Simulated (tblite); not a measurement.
**Geometry relaxation of C₅H₁₂BFS**

The run: geometry relaxation of C₅H₁₂BFS. Method and program: GFN2-xTB geometry optimisation, gas phase (tblite 0.8.0).

It belongs to a series of runs on one base structure; here: Al replaced by B.

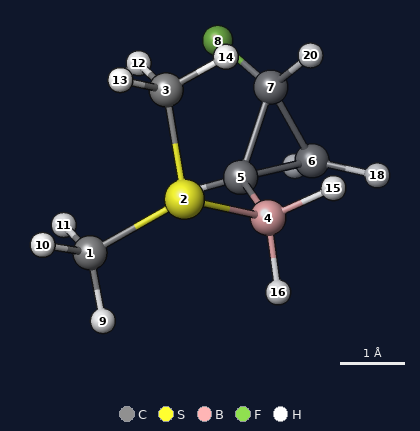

Figure 1. The input geometry (ball-and-stick view, seen at a tilt; atoms are numbered from 1 in the order of the input).

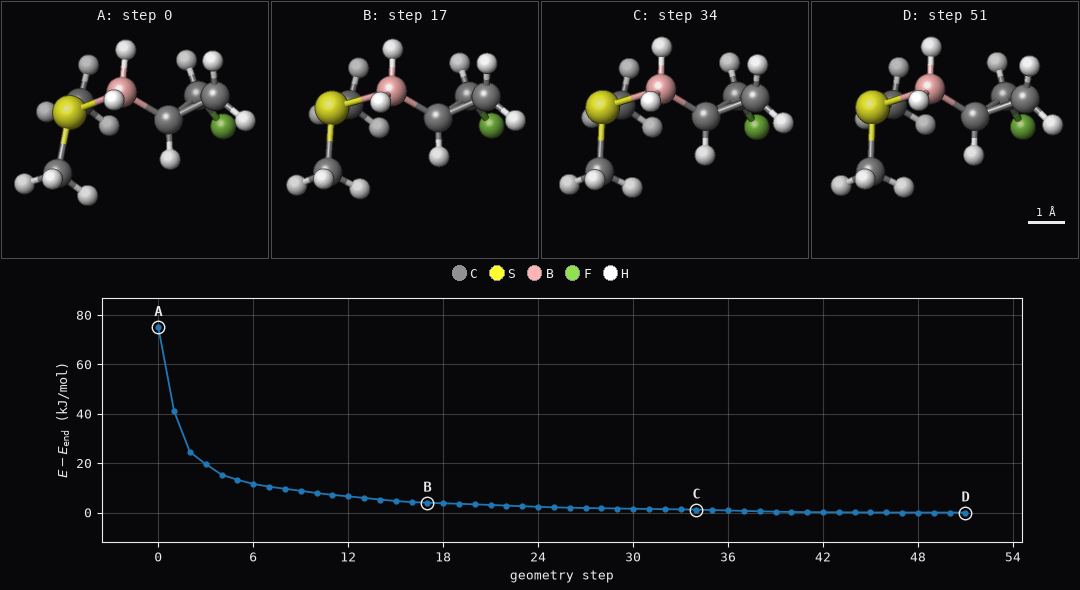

Figure 2. Frames of the relaxation (ball-and-stick view, seen at a tilt) above the curves, on which the letters mark them (steps are counted from 0).

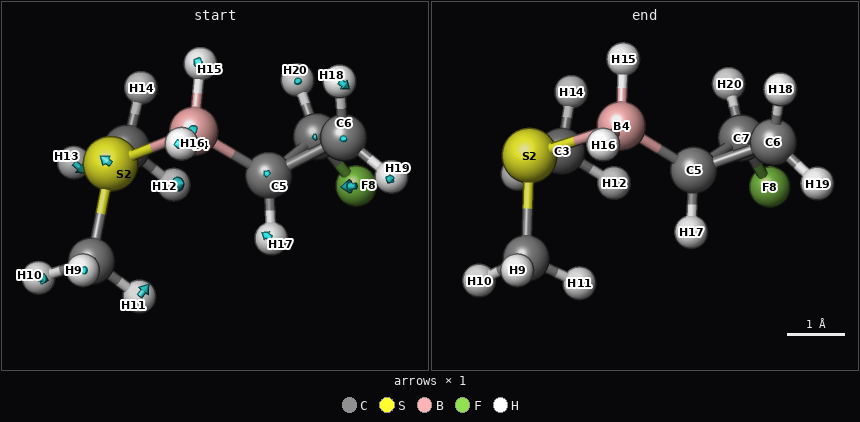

Figure 3. Before (left) and after (right) the relaxation, at one scale (ball-and-stick view, seen at a tilt). The teal arrows give the displacements, at true length. After 51 geometry steps the energy has fallen by 75.1 kJ/mol. The largest force component goes from 2.9 to 0.008 eV/Å. H12 moves most after the best rigid fit: 0.35 Å. By element the largest moves are H 0.35 Å, F 0.33 Å, S 0.25 Å, B 0.17 Å, C 0.13 Å. Distances before and after: S2–B4 1.864 → 1.999 Å, S2–C3 1.764 → 1.819 Å, C1–S2 1.774 → 1.820 Å, C1–H10 1.122 → 1.085 Å. Among the angles that change: C1–S2–C3 111.0° → 98.6°, F8–C7–H20 120.7° → 109.2°, H18–C6–H19 121.5° → 114.3°. (Atoms are counted from 1 in the order of the input.)

These pictures come from the run below.

### The input
```
{"job": {"kind": "relax", "xc": "GFN2-xTB", "basis": "xTB"}, "charge": 0, "multiplicity": 1}
C     -1.915900    -1.724400    -0.563100
S     -1.401600    -0.530600     0.643700
C     -1.914800     1.093400     0.185300
B      0.448100    -0.588600     0.864900
C      1.183400    -0.163100    -0.485500
C      2.626500     0.289100    -0.334900
C      1.543400     1.315200    -0.610200
F      1.557500     1.784100    -1.904100
H     -1.564800    -2.735400    -0.272100
H     -3.036600    -1.724200    -0.614600
H     -1.509700    -1.454000    -1.555700
H     -1.521000     1.343200    -0.818100
H     -3.037300     1.132200     0.156900
H     -1.552300     1.834000     0.921800
H      0.749500     0.126400     1.781700
H      0.765400    -1.709500     1.158900
H      0.969000    -0.674700    -1.448800
H      3.028800     0.325700     0.704600
H      3.281500     0.076600    -1.200200
H      1.295400     1.995200     0.240600
```

The first line tells a small driver script what to run in tblite; the rest is the geometry in Å.

Run as:
```bash
OMP_NUM_THREADS=1 python <driver script> task.json out
```

### Output
```
step      E/eV     max force
  0    -706.85886    3.130
  1    -707.21173    1.765
  2    -707.38316    0.680
  3    -707.43365    0.636
  4    -707.47823    0.373
  5    -707.49949    0.361
  6    -707.51706    0.354
  7    -707.52859    0.283
  8    -707.53735    0.234
  9    -707.54574    0.205
 10    -707.55518    0.228
 11    -707.56283    0.222
 12    -707.56919    0.167
 13    -707.57571    0.207
 14    -707.58251    0.252
 15    -707.58865    0.217
 16    -707.59307    0.147
 17    -707.59598    0.105
 18    -707.59821    0.095
 19    -707.60034    0.135
 20    -707.60265    0.134
 21    -707.60521    0.114
 22    -707.60789    0.124
 23    -707.61059    0.097
 24    -707.61310    0.106
 25    -707.61519    0.093
 26    -707.61682    0.090
 27    -707.61807    0.068
 28    -707.61911    0.082
 29    -707.62015    0.084
 30    -707.62122    0.074
 31    -707.62218    0.065
 32    -707.62298    0.075
 33    -707.62381    0.072
 34    -707.62496    0.070
 35    -707.62657    0.091
 36    -707.62846    0.098
 37    -707.63026    0.106
 38    -707.63192    0.103
 39    -707.63344    0.080
 40    -707.63460    0.067
 41    -707.63528    0.049
 42    -707.63568    0.050
 43    -707.63601    0.042
 44    -707.63637    0.038
 45    -707.63669    0.041
 46    -707.63691    0.034
 47    -707.63703    0.018
 48    -707.63709    0.017
 49    -707.63713    0.012
 50    -707.63715    0.012
 51    -707.63717    0.010
```

### Trajectory as extended XYZ (Å, eV, eV/Å), 5 of the 52 frames kept, from step=0 to step=51
```
20
Properties=species:S:1:pos:R:3:forces:R:3 step=0 energy=-706.85886
C    -1.9159   -1.7244   -0.5631   -0.8450  -0.3860  -1.6170
S    -1.4016   -0.5306    0.6437   -0.5570  -0.9680   2.9240
C    -1.9148    1.0934    0.1853   -0.9530   1.3110  -1.3550
B     0.4481   -0.5886    0.8649    1.5560  -0.4940   0.1300
C     1.1834   -0.1631   -0.4855    0.4250   0.8370  -0.2040
C     2.6265    0.2891   -0.3349   -0.1870   0.2930   0.0250
C     1.5434    1.3152   -0.6102    0.4270  -1.4370   0.4650
F     1.5575    1.7841   -1.9041   -0.2620   0.7140   0.4160
H    -1.5648   -2.7354   -0.2721   -0.1300   0.8640  -0.0430
H    -3.0366   -1.7242   -0.6146    0.9770  -0.0540   0.0260
H    -1.5097   -1.4540   -1.5557   -0.2030  -0.3000   0.3940
H    -1.5210    1.3432   -0.8181   -0.1830   0.0780   0.4800
H    -3.0373    1.1322    0.1569    1.0050  -0.0060   0.0290
H    -1.5523    1.8340    0.9218   -0.1050  -0.6720  -0.3670
H     0.7495    0.1264    1.7817   -0.4230   0.0660  -0.2160
H     0.7654   -1.7095    1.1589   -0.4950   0.0030  -0.0690
H     0.9690   -0.6747   -1.4488    0.1200   0.4310   0.6690
H     3.0288    0.3257    0.7046   -0.0490  -0.2750  -1.2750
H     3.2815    0.0766   -1.2002   -0.1610   0.1730   1.0010
H     1.2954    1.9952    0.2406    0.0430  -0.1780  -1.4130
20
Properties=species:S:1:pos:R:3:forces:R:3 step=13 energy=-707.57571
C    -1.9427   -1.6789   -0.5626    0.0110   0.0300  -0.0120
S    -1.4977   -0.5890    0.8278   -0.0470  -0.0010   0.0520
C    -1.9321    1.0501    0.1611    0.0050  -0.0100  -0.0300
B     0.5049   -0.6273    0.8930   -0.1240  -0.0450   0.1590
C     1.1945   -0.1313   -0.4583   -0.0560  -0.0180   0.0150
C     2.6406    0.3105   -0.3672    0.0070  -0.0670   0.0360
C     1.5671    1.3057   -0.6295   -0.0490  -0.0250  -0.0040
F     1.4965    1.8684   -1.8817   -0.0140  -0.0100  -0.1140
H    -1.5674   -2.6615   -0.2841   -0.0440   0.0700  -0.1180
H    -3.0258   -1.7109   -0.6742    0.1420   0.0430   0.0200
H    -1.4684   -1.3331   -1.4770   -0.0160  -0.0410   0.0570
H    -1.4644    1.2033   -0.8083   -0.0010  -0.0060   0.0880
H    -3.0159    1.1377    0.0913    0.1480  -0.0360  -0.0180
H    -1.5490    1.7653    0.8861   -0.0470  -0.0160  -0.1270
H     0.6970    0.0949    1.8092    0.0490   0.0960   0.1050
H     0.6830   -1.7652    1.1651    0.0530  -0.1010  -0.0760
H     0.9573   -0.6466   -1.3842    0.0000   0.0230  -0.0630
H     3.1037    0.3017    0.6056    0.0050   0.0820   0.0770
H     3.3258    0.0639   -1.1632   -0.0790   0.0240  -0.1150
H     1.2881    2.0530    0.1021    0.0560   0.0070   0.0680
20
Properties=species:S:1:pos:R:3:forces:R:3 step=26 energy=-707.61682
C    -1.9078   -1.6346   -0.5601    0.0080   0.0180   0.0170
S    -1.4975   -0.6018    0.8803    0.0390   0.0020   0.0080
C    -1.8872    1.0148    0.1429    0.0200  -0.0200   0.0060
B     0.4970   -0.6510    0.9580   -0.0290   0.0310   0.0350
C     1.1475   -0.1175   -0.4028   -0.0040  -0.0190   0.0240
C     2.6002    0.3109   -0.3784   -0.0100   0.0140  -0.0330
C     1.5257    1.3131   -0.6230    0.0160  -0.0270  -0.0200
F     1.4107    1.8294   -1.8974   -0.0450  -0.0190   0.0390
H    -1.5660   -2.6421   -0.3544    0.0120  -0.0210   0.0390
H    -2.9836   -1.6246   -0.6916   -0.0510  -0.0230  -0.0460
H    -1.4098   -1.2482   -1.4411    0.0300   0.0090  -0.0450
H    -1.3717    1.1169   -0.8042    0.0530   0.0310  -0.0440
H    -2.9607    1.0826    0.0086   -0.0460   0.0240  -0.0290
H    -1.5520    1.7821    0.8302    0.0180   0.0020   0.0500
H     0.7158    0.0445    1.8917    0.0150   0.0120   0.0590
H     0.6970   -1.8042    1.1564   -0.0060   0.0080   0.0080
H     0.8838   -0.6365   -1.3228    0.0180   0.0410  -0.0050
H     3.1110    0.3482    0.5728   -0.0350  -0.0210  -0.0420
H     3.2299    0.0310   -1.2097    0.0070   0.0470  -0.0030
H     1.3124    2.0976    0.0956   -0.0100  -0.0880  -0.0160
20
Properties=species:S:1:pos:R:3:forces:R:3 step=38 energy=-707.63192
C    -1.8803   -1.6265   -0.5728    0.0120  -0.0050  -0.0240
S    -1.5031   -0.5898    0.8756    0.0670   0.0140  -0.0360
C    -1.8425    1.0341    0.1273    0.0160   0.0180  -0.0180
B     0.5019   -0.6619    1.0023   -0.0390  -0.0210  -0.0040
C     1.1346   -0.1460   -0.3761   -0.0100   0.0120   0.0510
C     2.5778    0.3135   -0.4158   -0.0120  -0.0570   0.0130
C     1.4752    1.2923   -0.6036   -0.0480  -0.0250  -0.0200
F     1.2696    1.7981   -1.8684    0.0090   0.0810  -0.0320
H    -1.5487   -2.6341   -0.3439   -0.0450   0.0130   0.0150
H    -2.9524   -1.6084   -0.7482    0.0400  -0.0290   0.0180
H    -1.3491   -1.2573   -1.4439    0.0040   0.0180   0.0190
H    -1.2641    1.1567   -0.7829    0.0120  -0.0250   0.0190
H    -2.9063    1.1072   -0.0830    0.0510   0.0220   0.0320
H    -1.5457    1.7869    0.8509   -0.0560  -0.0160  -0.0040
H     0.7203    0.0368    1.9382   -0.0150  -0.0110  -0.0610
H     0.6863   -1.8158    1.2110   -0.0200   0.0100   0.0040
H     0.8316   -0.6556   -1.2915    0.0720   0.0350   0.0650
H     3.1190    0.3503    0.5163    0.0200   0.0100   0.0090
H     3.1876    0.0638   -1.2703   -0.0270  -0.0160  -0.0360
H     1.2829    2.0663    0.1297   -0.0310  -0.0290  -0.0110
20
Properties=species:S:1:pos:R:3:forces:R:3 step=51 energy=-707.63717
C    -1.8669   -1.6245   -0.5762    0.0020   0.0020   0.0040
S    -1.5008   -0.5842    0.8718   -0.0050   0.0030  -0.0040
C    -1.8215    1.0432    0.1241    0.0020  -0.0040   0.0030
B     0.4915   -0.6683    1.0096    0.0030   0.0000  -0.0010
C     1.1308   -0.1570   -0.3668   -0.0010  -0.0010  -0.0020
C     2.5679    0.3147   -0.4265   -0.0020   0.0030   0.0000
C     1.4523    1.2840   -0.5998    0.0050  -0.0010  -0.0020
F     1.2320    1.8104   -1.8555    0.0020  -0.0020   0.0050
H    -1.5482   -2.6325   -0.3341   -0.0040  -0.0040   0.0030
H    -2.9356   -1.6062   -0.7640   -0.0030   0.0040   0.0020
H    -1.3220   -1.2612   -1.4405    0.0040   0.0040  -0.0010
H    -1.2157    1.1694   -0.7664    0.0040   0.0000   0.0000
H    -2.8778    1.1198   -0.1133    0.0000  -0.0010  -0.0030
H    -1.5532    1.7905    0.8630   -0.0080   0.0020   0.0030
H     0.7102    0.0379    1.9374    0.0030   0.0010  -0.0020
H     0.6685   -1.8207    1.2295    0.0040  -0.0030  -0.0050
H     0.8405   -0.6754   -1.2785   -0.0030  -0.0040  -0.0010
H     3.1345    0.3622    0.4904   -0.0050   0.0020  -0.0030
H     3.1532    0.0637   -1.2986    0.0010   0.0060   0.0080
H     1.2552    2.0448    0.1455   -0.0010  -0.0060  -0.0050
```

### Results in brief

| quantity | value |
| --- | --- |
| outcome | converged |
| total energy | −707.6372 eV |
| hardware | 1 CPU thread, shared host |
| peak memory | 0.17 GiB |
